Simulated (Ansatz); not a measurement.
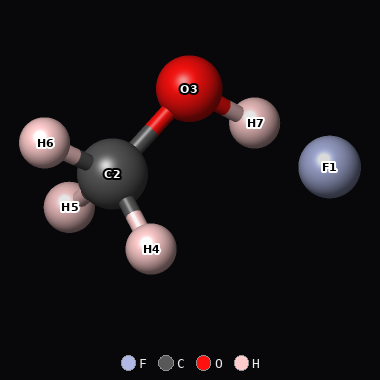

The system is the pair F···CH₄O, charge −1; the picture shows the reference structure. The turn is about an axis along (0.07, −0.90, 0.42) in the frame of the relaxed pair, normal to the line between the partners. The first coordinate is: distance H7···F1; the second: turn of F1 about H7. The scan uses a 13 × 13 grid. All energies are given in kJ/mol relative to the lowest grid point. Theory: RKS PBE0-D4/def2-TZVPD in Ansatz 0.2.0.

Its coordinates:

```json
{"atom": "F", "x (Å)": "1.3553", "y (Å)": "-0.7273", "z (Å)": "-1.7871"}
{"atom": "C", "x (Å)": "-0.5126", "y (Å)": "0.1839", "z (Å)": "0.4817"}
{"atom": "O", "x (Å)": "0.8521", "y (Å)": "0.2273", "z (Å)": "0.3353"}
{"atom": "H", "x (Å)": "-0.9275", "y (Å)": "-0.8444", "z (Å)": "0.4527"}
{"atom": "H", "x (Å)": "-1.0588", "y (Å)": "0.7520", "z (Å)": "-0.2990"}
{"atom": "H", "x (Å)": "-0.8134", "y (Å)": "0.6163", "z (Å)": "1.4525"}
{"atom": "H", "x (Å)": "1.1050", "y (Å)": "-0.2077", "z (Å)": "-0.6360"}
```

Range: distance H7···F1 from 1.081 to 3.081 Å; turn of F1 about H7 from −60 to 60°.

Predict the map.

The lowest grid point is at distance H7···F1 = 1.244 Å, turn of F1 about H7 = 0°. It is the only kind of minimum in the scanned range. The highest grid point, distance H7···F1 = 1.081 Å, turn of F1 about H7 = −60°, lies 269 kJ/mol above the lowest. Round the minimum the two coordinates are weakly coupled (coupling 0.08 in units of the two stiffnesses).

| turn of F1 about H7 ↓, distance H7···F1 → | 1.081 | 1.143 | 1.244 | 1.369 | 1.511 | 1.669 | 1.839 | 2.022 | 2.215 | 2.418 | 2.631 | 2.852 | 3.081 |
| --- | --- | --- | --- | --- | --- | --- | --- | --- | --- | --- | --- | --- | --- |
| 60 | 185 | 153 | 119 | 97 | 89 | 91 | 98 | 108 | 118 | 127 | 136 | 143 | 148 |
| 50 | 126 | 101 | 76 | 64 | 63 | 71 | 82 | 95 | 107 | 119 | 128 | 136 | 142 |
| 40 | 85 | 64 | 46 | 40 | 44 | 56 | 70 | 85 | 99 | 111 | 122 | 130 | 137 |
| 30 | 57 | 39 | 25 | 23 | 30 | 44 | 61 | 77 | 92 | 105 | 116 | 126 | 133 |
| 20 | 38 | 22 | 11 | 11 | 21 | 36 | 54 | 71 | 87 | 101 | 112 | 122 | 130 |
| 10 | 28 | 13 | 2 | 4 | 15 | 31 | 49 | 67 | 83 | 97 | 109 | 119 | 127 |
| 0 | 26 | 11 | 0 | 1 | 12 | 29 | 47 | 65 | 81 | 95 | 107 | 117 | 125 |
| −10 | 31 | 15 | 3 | 3 | 13 | 29 | 46 | 64 | 80 | 94 | 106 | 116 | 124 |
| −20 | 44 | 26 | 12 | 10 | 18 | 31 | 48 | 64 | 80 | 94 | 105 | 115 | 123 |
| −30 | 69 | 47 | 29 | 22 | 26 | 37 | 51 | 66 | 81 | 94 | 105 | 115 | 123 |
| −40 | 108 | 82 | 56 | 43 | 41 | 47 | 58 | 70 | 83 | 95 | 106 | 115 | 123 |
| −50 | 169 | 136 | 101 | 77 | 66 | 65 | 70 | 78 | 88 | 97 | 107 | 115 | 123 |
| −60 | 269 | 226 | 176 | 137 | 112 | 99 | 94 | 94 | 98 | 103 | 110 | 116 | 122 |

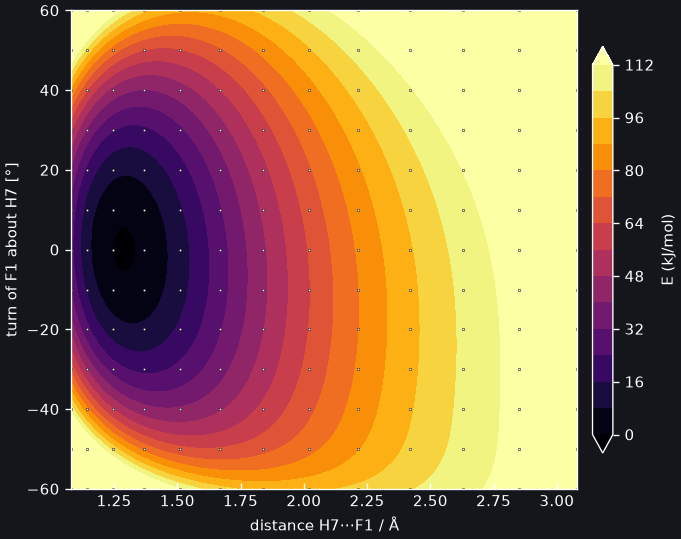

In the figure: filled contours, dots at the grid points, one colour for all values above the top of the scale. Between grid points the surface is interpolated.

Time for the 169 points that were run: 9.6 min on 1 thread of Arm Neoverse V2, on a shared host.
